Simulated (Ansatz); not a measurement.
# How methods differ on CH7GaSi (SMILES [CH3][GaH][SiH3])

The species is CH7GaSi (10 atoms), meant as a singlet with charge 0. SMILES: `[CH3][GaH][SiH3]`. The shape is that of a PBE0-D4/def2-TZVP optimisation.

```xyz
10

C    -1.1233    1.3941   -0.6192
Ga    0.5615    0.6593    0.0933
Si    0.7867   -1.7053    0.5507
H    -1.9243    0.6566   -0.6704
H    -0.9470    1.7854   -1.6260
H    -1.4542    2.2365   -0.0057
H     1.7596    1.6546    0.3460
H     0.5310   -2.4962   -0.6888
H     2.1250   -2.1009    1.0697
H    -0.2317   -2.1351    1.5533
```

Each level gives the electronic atomisation energy (eV). The values are calculated. Electronic energies at fixed atoms, without zero-point motion or spin-orbit coupling.

| level | kind | program | value (eV) | less CCSD(T)/6-31G* | CPU time (all runs) |
| --- | --- | --- | --- | --- | --- |
| HF/6-31G* (spherical functions) | Hartree–Fock | Ansatz | 23.37 | -4.22 | 3.2 s |
| SVWN5/6-31G* (spherical functions) | LDA | Ansatz | 34.32 | +6.73 | 8.3 s |
| PBE/6-31G* (spherical functions) | GGA | Ansatz | 30.56 | +2.97 | 12 s |
| PBE0/6-31G* (spherical functions) | global hybrid | Ansatz | 30.50 | +2.91 | 13 s |
| HSE06/6-31G* (spherical functions) | range-separated hybrid | Ansatz | 30.52 | +2.93 | 22 s |
| wB97X/6-31G* (spherical functions) | range-separated hybrid | Ansatz | 30.96 | +3.37 | 47 s |
| B2PLYP/6-31G* (spherical functions) | double hybrid | Ansatz | 29.59 | +2.00 | 18 s |
| RPA@PBE0/6-31G* (spherical functions) | RPA | Ansatz | 27.45 | -0.14 | 22 s |
| CCSD(T)/6-31G* (spherical functions) | coupled cluster or CI | Ansatz | 27.59 | 0.00 | 15 s |

Differences are taken from CCSD(T)/6-31G* (spherical functions) for orientation; it has basis-set and higher-order errors of its own. All-electron rows without a relativistic Hamiltonian named are non-relativistic. The values span 23.37 to 34.32 eV. In the correlated wave-function rows the outer d shell of Ga is correlated, in sets not made for it. CPU times are rough (shared hosts, several kinds of processor): they show what a rung costs within a factor of a few.

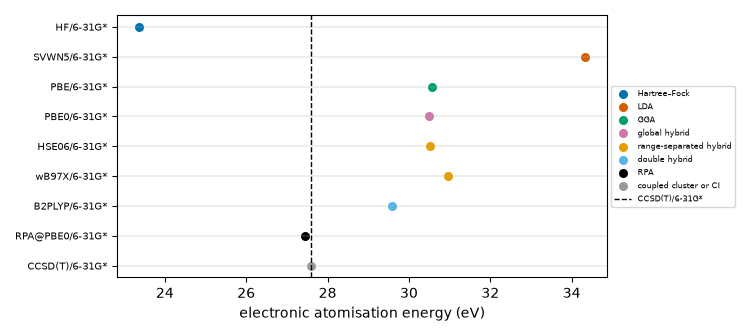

The values of the table, level by level.
